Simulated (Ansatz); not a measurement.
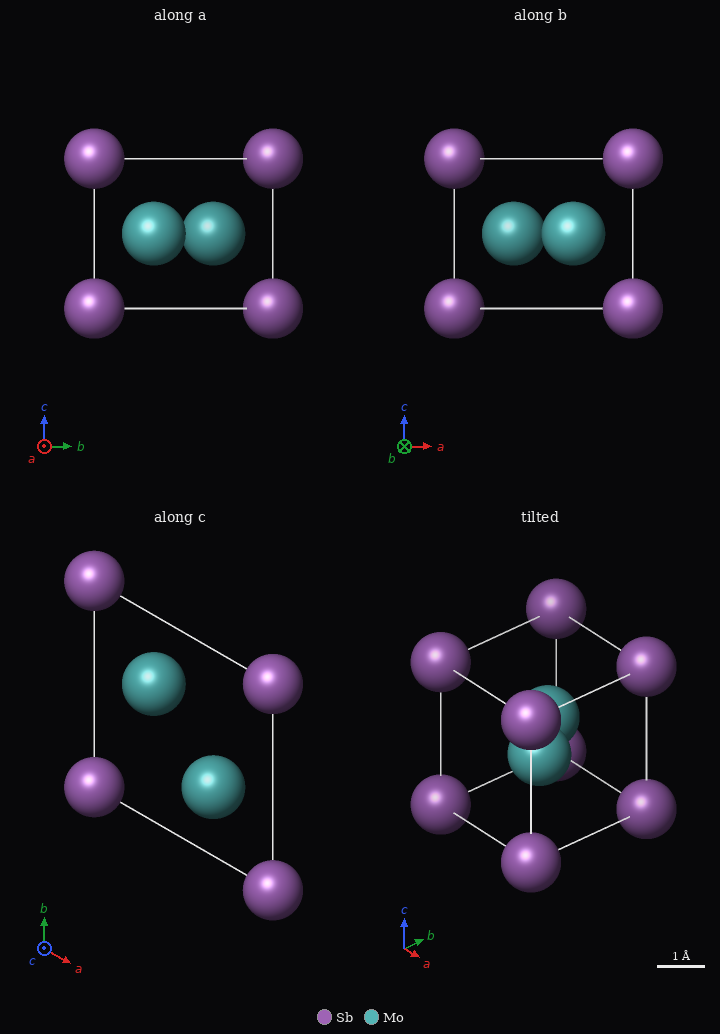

A spheres-only rendering, viewed along the a axis, along the b axis, along the c axis and slightly off an axis. The edges of the conventional unit cell are marked.

Lattice parameters: a = 4.456 Å, b = 4.456 Å, c = 3.238 Å, α = 90.00°, β = 90.00°, γ = 120.00°.

> Set out the cell and atoms as a table of Wyckoff sites.

Space group P6/mmm (No. 191).
```csv
atom,site,x,y,z
Sb,1a,0.0000,0.0000,0.0000
Mo,2d,0.3333,0.6667,0.5000
```

The structure comes from a structure type filled with these elements by a generator (whether the compound takes this form wasn't checked). Earlier steps of the study may have refined or changed the cell and positions. It was run through Ansatz as a DFT input.
